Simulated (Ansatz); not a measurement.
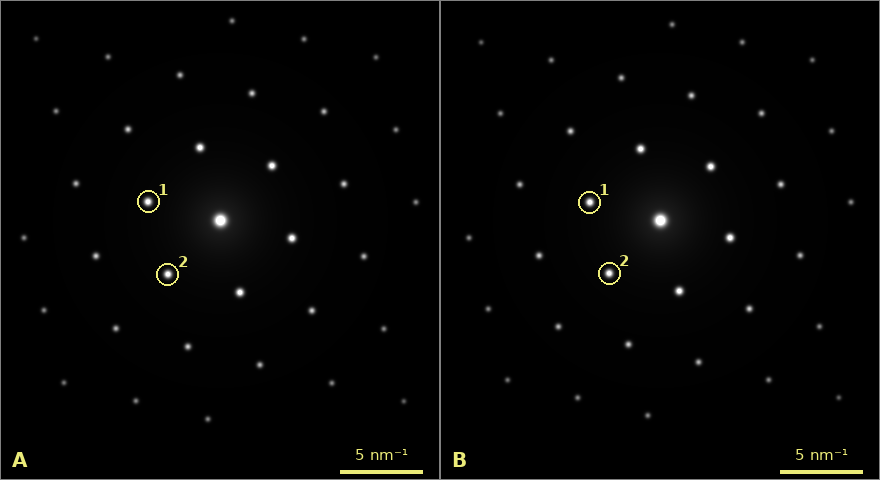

Kinematic electron diffraction patterns (300 kV, B = 0.5 Å², same scale) along [110] of the run's own cell, for the start and the end of one relaxation of Li2Nb with DFT PBE, scalar-relativistic, plane waves, PAW in Ansatz. k mesh 20×20×20. The start is a generated model structure, and the relaxation ends in the nearest stationary point of its symmetry, not necessarily the ground state. Spot 1 is -1 1 -1 and spot 2 is -1 1 0 in both.

Start structure:

```yaml
crystal:
  lattice:
    - [-1.24718, 2.19514, 4.59337]
    - [1.24718, -2.19514, 4.59337]
    - [1.24718, 2.19514, -4.59337]
  atoms:
    - { symbol: Li, position: [0.67595, 0.67595, 0.00000] }
    - { symbol: Li, position: [0.32405, 0.32405, 0.00000] }
    - { symbol: Nb, position: [0.00000, 0.00000, 0.00000] }
```

> Which pattern belongs to the start structure, and which to the relaxed one?

A is the start: its cell gives d(1) = 2.195 Å, d(2) = 2.169 Å and an angle of 60.4°. B is the relaxed structure, with d(1) = 2.254 Å (+2.7 %), d(2) = 2.213 Å (+2.0 %) and 60.6°.

> What did the relaxation do to the structure and the energy?

The volume changed by +1.4 % to 17.01 Å³ an atom; with the mean shift removed, the atoms moved by up to 0.06 Å relative to the cell (Li most); the space group stayed Immm (No. 71); the free energy fell by 4.6 meV an atom. Relaxed cell: a = 5.153 Å, b = 5.153 Å, c = 5.153 Å, α = 151.47°, β = 128.13°, γ = 60.26°.
